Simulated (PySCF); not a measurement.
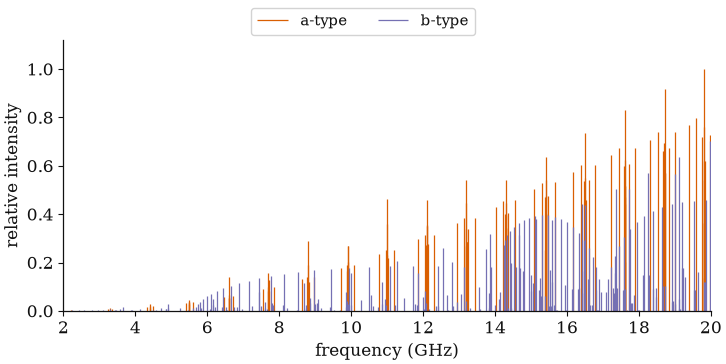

C₂H₇GeN₃Si, SMILES [SiH3]c1c[n]([GeH3])nn1, singlet. Simulated rotational absorption lines between 2 and 20 GHz at 10 K: rigid rotor with the equilibrium constants and dipole of one optimised conformer (PBE0-D3(BJ)/def2-SVP, PySCF 2.14.0), commonest isotopes; no centrifugal distortion, hyperfine structure, internal rotation or nuclear-spin weights; lines within 1 MHz of each other are summed. Lines of different type are drawn apart.

What are the rotational constants, and what kind of rotor is it?

Answer. Rotational constants A, B, C = 6.221, 0.5705, 0.5294 GHz; Ray's κ = −0.99, a near-prolate asymmetric top.

Which dipole components drive the lines?

Answer.
|μa|, |μb|, |μc| = 3.16, 3.58, 0.01 D; a-type lines carry 62 % of the intensity in this range.

Note: coarse grid, loose stop and no frequency check, small forces are noise and the end may be a saddle.
